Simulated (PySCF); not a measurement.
```yaml
atoms:
  - { symbol: C, position_ang: [2.4379, 0.6671, -0.0713] }
  - { symbol: C, position_ang: [1.5688, -0.0473, -0.7603] }
  - { symbol: C, position_ang: [0.4656, -0.8514, -0.1462] }
  - { symbol: C, position_ang: [-0.8967, -0.2891, -0.5466] }
  - { symbol: C, position_ang: [-1.3551, 1.0036, 0.1479] }
  - { symbol: O, position_ang: [-2.4556, 0.2979, 0.7517] }
  - { symbol: C, position_ang: [-2.0972, -0.8792, 0.1807] }
  - { symbol: O, position_ang: [-2.5973, -1.9511, 0.2830] }
  - { symbol: H, position_ang: [3.2137, 1.2394, -0.5496] }
  - { symbol: H, position_ang: [2.4165, 0.7018, 1.0059] }
  - { symbol: H, position_ang: [1.6100, -0.0672, -1.8416] }
  - { symbol: H, position_ang: [0.5586, -0.8495, 0.9415] }
  - { symbol: H, position_ang: [0.5201, -1.8866, -0.4922] }
  - { symbol: H, position_ang: [-1.0088, -0.2828, -1.6315] }
  - { symbol: H, position_ang: [-0.6765, 1.3950, 0.9063] }
  - { symbol: H, position_ang: [-1.7115, 1.8083, -0.4951] }
```

Geometry: GFN2-xTB.

These are results of PBE0/pcSseg-1, SCF density, gas phase, non-relativistic in PySCF, not measurements.

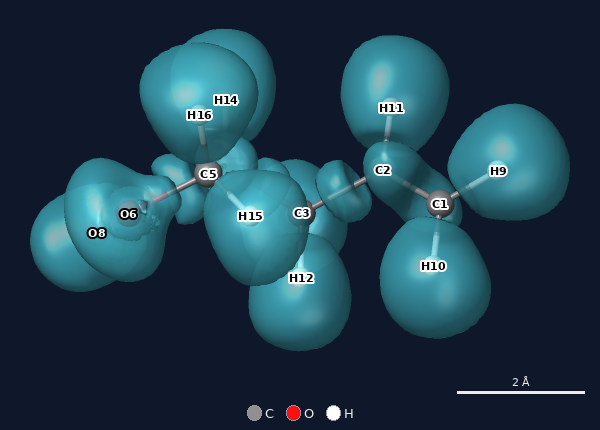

C6H8O2. Isosurface of the electron localisation function at 0.75 (cyan), seen from one side. Core shells and regions of very low density are left out.

### Where are the electrons localised?

The ELF exceeds this value in five regions between bonded C–C atoms (shared pairs), eight regions around hydrogen nuclei and two regions on O in which the atom's valence shell and bonds are merged.

Values along the shortest contacts:
C–O (1.19 Å): the ELF peaks at about 0.85 between the atoms; a multiple bond. C–C (1.32 Å): the ELF peaks at about 0.90 between the atoms: a multiple bond.
